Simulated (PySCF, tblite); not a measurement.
# C₃H₁₀B₂N radical: geometry, infrared bands and EPR parameters

Wanted: the infrared bands and EPR parameters of C₃H₁₀B₂N radical (`CB[CH]BNC`), by calculation.

Computed with tblite 0.8.0 and PySCF 2.14.0, with density-fitted response routines of our own, on a single molecule in the gas phase. Atoms are numbered from 0 throughout.

**1. The molecule as given**

16 atoms, charge 0, multiplicity 2; geometry from: force field or distance geometry start.

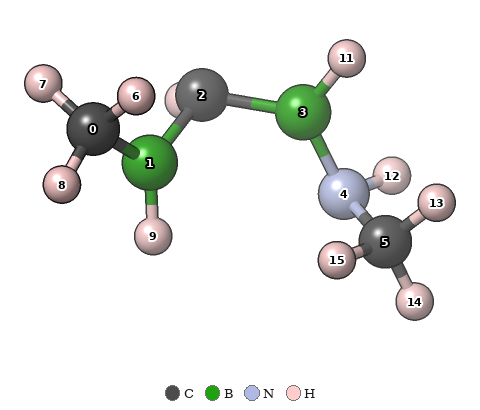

The starting geometry (carbon dark grey, boron green, nitrogen light blue, hydrogen pink), atoms numbered.

**2. Relaxing the molecule with GFN2-xTB**

What the job is given:

```
{"job": {"kind": "relax", "xc": "GFN2-xTB", "basis": "xTB"}, "charge": 0, "multiplicity": 2}
C      2.501300     0.900600     0.777600
B      1.539500     0.011800    -0.133300
C      0.729700    -1.187300     0.531500
B     -0.839100    -0.883700     0.441600
N     -1.550000    -0.855600    -0.896100
C     -2.168500     0.456500    -1.109200
H      1.895800     1.389900     1.575000
H      3.285000     0.273000     1.240600
H      2.975400     1.682900     0.154800
H      1.426700     0.242400    -1.272000
H      0.954400    -2.140800     0.014500
H     -1.453100    -0.724700     1.449600
H     -2.318600    -1.564900    -0.857900
H     -2.912800     0.675300    -0.318900
H     -2.682700     0.477700    -2.087700
H     -1.390600     1.255900    -1.109200
```

On the command line:

```bash
$ OMP_NUM_THREADS=1 python probes_run.py task.json out
```

The driver reads the jobs from task.json and runs them one after another.

Log:

```text
step      E/eV     max force
  0    -456.63668    2.725
  1    -456.83005    1.857
  2    -456.96342    0.629
  3    -456.98813    0.491
  4    -457.00882    0.291
  5    -457.01666    0.384
  6    -457.03631    0.450
  7    -457.04778    0.329
  8    -457.06091    0.339
  9    -457.07744    0.417
 10    -457.10255    0.673
 11    -457.13532    0.829
 12    -457.18336    0.817
 13    -457.24717    1.034
 14    -457.31523    0.866
 15    -457.32908    2.065
 16    -457.47483    1.500
 17    -457.55967    0.630
 18    -457.62731    0.532
 19    -457.64350    0.631
 20    -457.67186    0.498
 21    -457.74819    0.934
 22    -457.78559    0.764
 23    -457.85609    0.546
 24    -457.90875    0.491
 25    -457.96303    0.643
 26    -458.00252    0.769
 27    -458.03606    0.446
 28    -458.06330    0.343
 29    -458.08427    0.490
 30    -458.10391    0.425
 31    -458.12276    0.397
 32    -458.14655    0.366
 33    -458.17718    0.349
 34    -458.20708    0.394
 35    -458.22844    0.457
 36    -458.24421    0.454
 37    -458.26783    0.376
 38    -458.31266    0.494
 39    -458.33070    0.343
 40    -458.35497    0.319
 41    -458.37443    0.346
 42    -458.39458    0.332
 43    -458.40833    0.313
 44    -458.42029    0.297
 45    -458.43355    0.319
 46    -458.45031    0.389
 47    -458.47270    0.384
 48    -458.49898    0.314
 49    -458.51437    0.318
 50    -458.53620    0.302
 51    -458.55950    0.395
 52    -458.58341    0.342
 53    -458.59741    0.274
 54    -458.60765    0.451
 55    -458.61649    0.330
 56    -458.62211    0.160
 57    -458.62728    0.185
 58    -458.63351    0.231
 59    -458.63974    0.217
 60    -458.64601    0.174
 61    -458.65171    0.171
 62    -458.65763    0.150
 63    -458.66268    0.141
 64    -458.66579    0.125
 65    -458.66725    0.134
 66    -458.66886    0.091
 67    -458.66986    0.076
 68    -458.67075    0.090
 69    -458.67142    0.060
 70    -458.67206    0.050
 71    -458.67255    0.054
 72    -458.67301    0.063
 73    -458.67342    0.060
 74    -458.67377    0.049
 75    -458.67411    0.064
 76    -458.67461    0.088
 77    -458.67547    0.103
 78    -458.67672    0.129
 79    -458.67804    0.094
 80    -458.67914    0.077
 81    -458.68014    0.083
 82    -458.68155    0.119
 83    -458.68359    0.160
 84    -458.68578    0.140
 85    -458.68729    0.205
 86    -458.68894    0.144
 87    -458.69052    0.167
 88    -458.69494    0.172
 89    -458.69707    0.095
 90    -458.69911    0.177
 91    -458.70045    0.095
 92    -458.70158    0.108
 93    -458.70387    0.296
 94    -458.70676    0.188
 95    -458.70897    0.135
 96    -458.70535    0.455
 97    -458.71369    0.094
 98    -458.71546    0.070
 99    -458.71337    0.382
100    -458.71866    0.064
101    -458.71960    0.058
102    -458.72088    0.117
103    -458.72146    0.080
104    -458.72243    0.052
105    -458.72301    0.061
106    -458.72373    0.073
107    -458.72438    0.071
108    -458.72540    0.093
109    -458.72660    0.084
110    -458.72805    0.083
111    -458.72931    0.081
112    -458.72991    0.102
113    -458.73006    0.128
114    -458.73137    0.068
115    -458.73207    0.087
116    -458.73325    0.065
117    -458.73458    0.133
118    -458.73565    0.113
119    -458.73620    0.053
120    -458.73735    0.068
121    -458.73820    0.059
122    -458.73944    0.062
123    -458.73985    0.046
124    -458.74014    0.056
125    -458.74038    0.049
126    -458.74066    0.050
127    -458.74097    0.040
128    -458.74123    0.029
129    -458.74135    0.022
130    -458.74142    0.034
131    -458.74146    0.021
132    -458.74151    0.019
133    -458.74156    0.017
134    -458.74160    0.017
135    -458.74166    0.024
136    -458.74173    0.034
137    -458.74183    0.042
138    -458.74199    0.049
139    -458.74223    0.052
140    -458.74252    0.046
141    -458.74276    0.031
142    -458.74292    0.026
143    -458.74301    0.023
144    -458.74308    0.018
145    -458.74312    0.014
146    -458.74315    0.010
147    -458.74316    0.007
```

Run time: 2 s. Hardware: 1 thread of Intel Xeon at 2.50GHz, shared host.

Step by step: (not every step is listed)

```csv
step,energy from step 0 (eV),largest force (eV/Å)
0,0.0000,2.7253
1,-0.1934,1.8574
2,-0.3267,0.6295
3,-0.3514,0.4912
4,-0.3721,0.2914
5,-0.3800,0.3845
6,-0.3996,0.4503
7,-0.4111,0.3293
8,-0.4242,0.3386
21,-1.1115,0.9342
34,-1.5704,0.3936
47,-1.8360,0.3837
60,-2.0093,0.1739
73,-2.0367,0.0599
86,-2.0523,0.1440
99,-2.0767,0.3822
112,-2.0932,0.1019
125,-2.1037,0.0488
138,-2.1053,0.0491
142,-2.1062,0.0265
143,-2.1063,0.0230
144,-2.1064,0.0183
145,-2.1064,0.0140
146,-2.1065,0.0100
147,-2.1065,0.0072
```

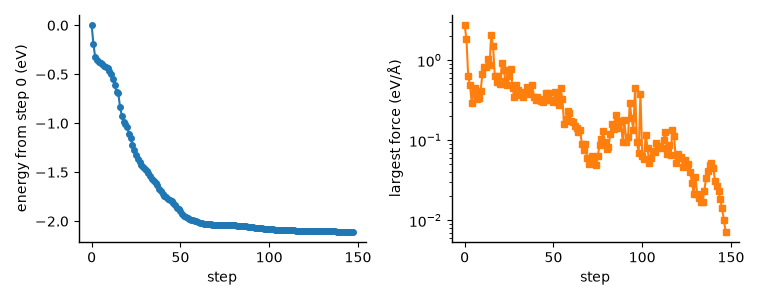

Energy and largest force along the relaxation.

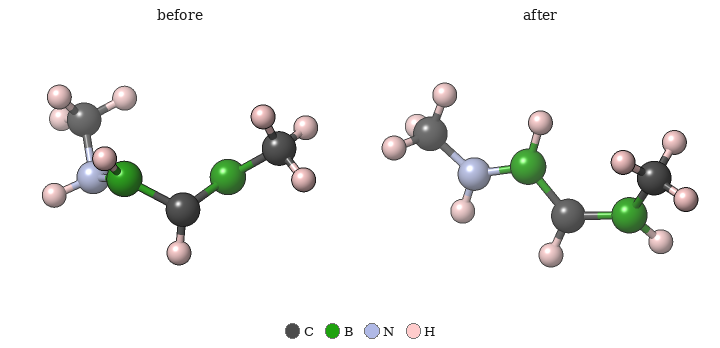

Before and after, at one scale.

Distances of close pairs at the start and the end, largest changes first:

```csv
bond,before (Å),after (Å),change (Å)
B3–N4,1.515,1.397,-0.119
B1–C2,1.592,1.508,-0.084
C2–B3,1.600,1.534,-0.067
N4–H12,1.047,1.011,-0.036
C0–H6,1.114,1.086,-0.028
N4–C5,1.466,1.439,-0.027
C5–H15,1.115,1.095,-0.020
C5–H13,1.107,1.088,-0.020
```

The final coordinates are the input of the step that follows.

**3. Harmonic vibrations with GFN2-xTB**

What the job is given:

```
{"job": {"kind": "ir", "xc": "GFN2-xTB", "basis": "xTB"}, "charge": 0, "multiplicity": 2}
C      2.494291     0.469294     1.301349
B      2.207784    -0.360714    -0.020225
C      0.813868    -0.753419    -0.440614
B     -0.467583     0.076044    -0.289622
N     -1.646689    -0.392391    -0.873335
C     -2.948724     0.219775    -0.846284
H      1.657704     0.494143     1.993294
H      3.371589     0.113628     1.837681
H      2.708685     1.497301     1.008407
H      3.130523    -0.636209    -0.701496
H      0.699407    -1.707643    -0.951388
H     -0.507022     1.093144     0.294289
H     -1.640852    -1.256570    -1.398054
H     -2.903103     1.134943    -0.259988
H     -3.688502    -0.450009    -0.395616
H     -3.288975     0.467629    -1.857420
```

Log:

```text
mode    cm-1     km/mol
  1      45.0      2.27
  2      63.0      4.38
  3     105.2      2.41
  4     139.6      1.85
  5     166.9      0.16
  6     219.7      5.22
  7     267.0      5.83
  8     401.8      1.57
  9     412.4      0.37
 10     575.0     30.09
 11     635.2     78.82
 12     711.5     76.91
 13     793.8      5.17
 14     797.9     66.47
 15     839.5     77.44
 16     876.6     23.57
 17     980.8     24.32
 18     992.9     12.74
 19    1038.6     40.94
 20    1070.0      3.29
 21    1103.0      1.02
 22    1134.5     28.89
 23    1169.8     42.38
 24    1238.3     35.75
 25    1283.4     52.98
 26    1365.6      4.94
 27    1409.5     28.09
 28    1427.5     34.96
 29    1478.5      5.87
 30    1482.4      6.83
 31    1494.0     14.95
 32    1499.0      0.32
 33    2534.3    169.81
 34    2603.2    136.52
 35    2921.4     48.56
 36    2947.4     84.24
 37    2974.3     78.11
 38    2993.8     33.00
 39    3024.9     45.44
 40    3037.7     20.66
 41    3049.1     33.96
 42    3414.4     11.14
```

It took 1 s on 1 thread of Intel Xeon at 2.50GHz, shared host.

Which atoms move in the most intense modes:

```csv
cm⁻¹,km/mol,atoms
635,78.8,"H12 38 %, H9 18 %, B3 12 %, N4 12 %"
712,76.9,"H10 33 %, H8 18 %, C2 16 %"
798,66.5,"C0 18 %, H8 16 %, B1 15 %, C2 13 %"
840,77.4,"H7 34 %, C0 20 %, B1 15 %, H9 11 %"
2534,169.8,H9 92 %
2603,136.5,H11 92 %
2947,84.2,"H14 55 %, H15 41 %"
2974,78.1,H10 92 %
```

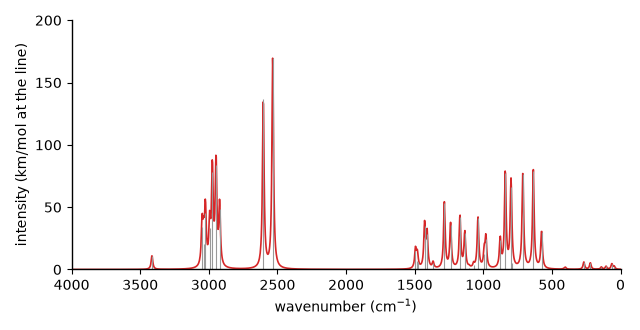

The infrared spectrum from these modes, unscaled. Lines are broadened to a width of 14 cm⁻¹ (Lorentzian).

**4. g tensor and hyperfine couplings: B3LYP/pcH-1**

Settings changed since step 3:

```diff
@@ -1,2 +1,2 @@
-{"job": {"kind": "ir", "xc": "GFN2-xTB", "basis": "xTB"}, "charge": 0, "multiplicity": 2}
+{"job": {"kind": "epr", "basis": "pcH-1"}, "charge": 0, "multiplicity": 2}
 C      2.494291     0.469294     1.301349
```

Level: UKS B3LYP, pcH-1 on B C H N, non-relativistic, mean-field spin-orbit, GIAO.

Log:

```text
UKS, coarse grid
  cycle   1  E = -224.74073254  |g| = 3.59e-01
  cycle   2  E = -224.72987830  |g| = 3.95e-01
  cycle   3  E = -224.81726985  |g| = 4.26e-02
  cycle   4  E = -224.81773625  |g| = 3.62e-02
  cycle   5  E = -224.81830935  |g| = 9.15e-03
  cycle   6  E = -224.81836033  |g| = 3.25e-03
  cycle   7  E = -224.81836860  |g| = 9.87e-04
UKS, final grid
  cycle   1  E = -224.81834638  |g| = 1.06e-03
  cycle   2  E = -224.81834570  |g| = 1.69e-03
  cycle   3  E = -224.81834706  |g| = 2.48e-04
  cycle   4  E = -224.81834709  |g| = 1.06e-04
  cycle   5  E = -224.81834710  |g| = 3.71e-05
  cycle   6  E = -224.81834711  |g| = 1.04e-05
E = -224.81834711 Eh   <S^2> = 0.7555 (exact 0.7500)
g shifts (ppm)      1          2          3
  rmc          -137       -137       -137
  gc              0         30         37
  oz_so          58        720        862
  total         -78        612        762
hyperfine (MHz)  atom isotope    a_iso     a_fc   dipolar eigenvalues
    0   13C      21.07      21.07     -3.41     -2.84      6.25
    1   11B     -19.12     -19.12     -9.50     -2.11     11.61
    2   13C      45.09      45.09    -57.41    -57.37    114.79
    3   11B     -19.69     -19.69     -4.13     -2.07      6.21
    4   14N       7.50       7.50     -8.03     -7.45     15.48
    5   13C      -7.01      -7.01     -0.79     -0.02      0.81
    6    1H      -1.75      -1.75     -3.77     -1.72      5.50
    7    1H      -1.85      -1.85     -2.81     -2.06      4.87
    8    1H      34.49      34.49     -3.07     -0.25      3.32
    9    1H      41.47      41.47     -6.66     -2.60      9.26
   10    1H     -23.49     -23.49    -26.61     -2.85     29.47
   11    1H       1.66       1.66     -3.77     -2.98      6.74
   12    1H     -11.63     -11.63     -4.96     -4.38      9.34
   13    1H       0.51       0.51     -1.48     -1.30      2.78
   14    1H      19.26      19.26     -1.57     -1.28      2.85
   15    1H      23.00      23.00     -1.57     -1.25      2.81
```

Run time: 94 s. Hardware: 1 thread of Intel Xeon at 2.50GHz, shared host; peak memory 0.89 GiB.

Principal g values 2.00224, 2.00293, 2.00308; g(iso) = 2.00275, against 2.00232 for a free electron.

Mean a(iso) over the nuclei that a row names, and the largest dipolar term of the row (other rows stand at the frozen geometry):

```csv
nuclei,isotope,a(iso) (MHz),"a(iso) (G, at g = 2.0023)",largest dipolar term (MHz)
C2,13C,45.1,16.1,114.8
H9,1H,41.5,14.8,9.3
H10,1H,-23.5,-8.4,29.5
C0,13C,21.1,7.5,6.2
B3,11B,-19.7,-7.0,6.2
B1,11B,-19.1,-6.8,11.6
"H13, H14, H15",1H,14.3,5.1,2.9
H12,1H,-11.6,-4.1,9.3
"H6, H7, H8",1H,10.3,3.7,5.5
N4,14N,7.5,2.7,15.5
C5,13C,-7.0,-2.5,0.8
H11,1H,1.7,0.6,6.7
```

Mulliken spin populations:

C0 0.01; B1 0.08; C2 0.79; B3 -0.04; N4 0.15; C5 -0.01; H6 0.00; H7 0.00; H8 0.01; H9 0.02; H10 -0.03; H11 0.00; H12 -0.01; H13 0.00; H14 0.01; H15 0.01

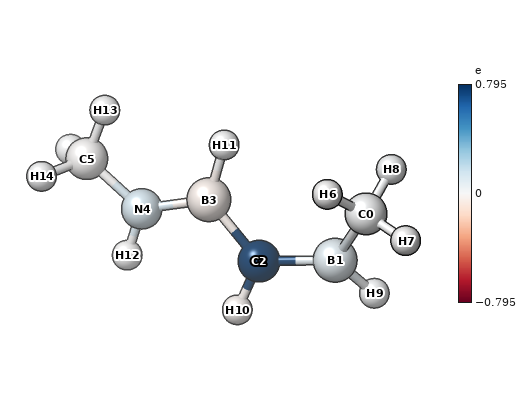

Mulliken spin populations, as colours on the atoms.

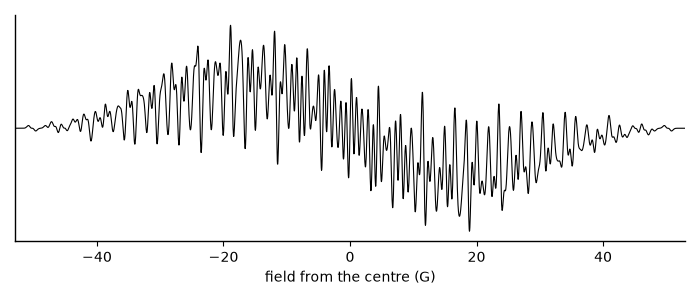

First-order isotropic spectrum (first derivative, main isotopes with spin only, couplings over 0.8 MHz, Gaussian width 0.3 G; couplings of the frozen geometry, rotation of groups not averaged beyond the rows shown).

Orbitals, density, ELF and potential are computed afterwards from the orbital file.

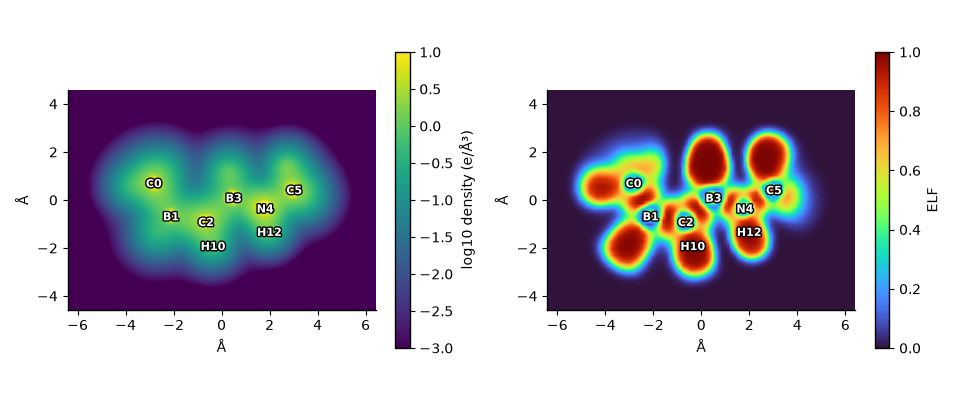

Density (left) and ELF (right) in a plane through or near 8 of the atoms.

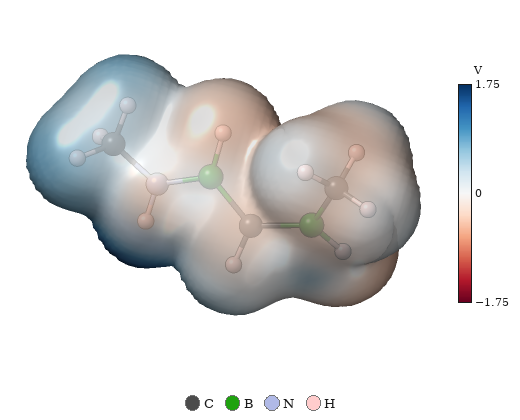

The potential that a unit positive charge feels on the 0.002 e/bohr³ surface, from the 1st to the 99th percentile, from -0.54 to 1.75 V.

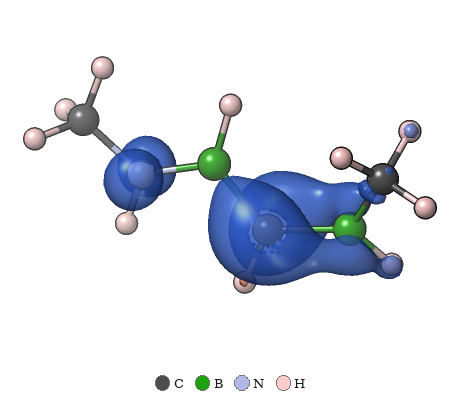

Spin density at ±0.03 e/Å³ (alpha excess blue, beta excess red).

**5. Outcome**

| quantity | value |
| --- | --- |
| strongest single infrared mode (GFN2-xTB) | 2534 cm⁻¹, 170 km/mol |
| zero-point energy (GFN2-xTB) | 81.1 kcal/mol |
| g(iso) (B3LYP) | 2.00275 |
| ⟨S²⟩ | 0.755 (exact 0.75) |
| largest a(iso) (averaged by class) | 13C on C2, 45.1 MHz |
| surface potential, 1st and 99th percentile | -0.54 V and 1.75 V |

What this shows: Relaxing lowered the energy by 2.106 eV in 147 steps; the close pair that moved most is B3–N4, from 1.515 to 1.397 Å. All 42 modes are real, so the xTB geometry is a minimum. The strongest single mode, at 2534 cm⁻¹, moves mainly H9. GFN2-xTB is a fitted tight-binding method: band positions and strengths are rough. Its intensities can rank the bands wrongly. C2 carries the largest spin population, 0.79 e. The isotropic g lies 0.4 ppt above the free-electron value.
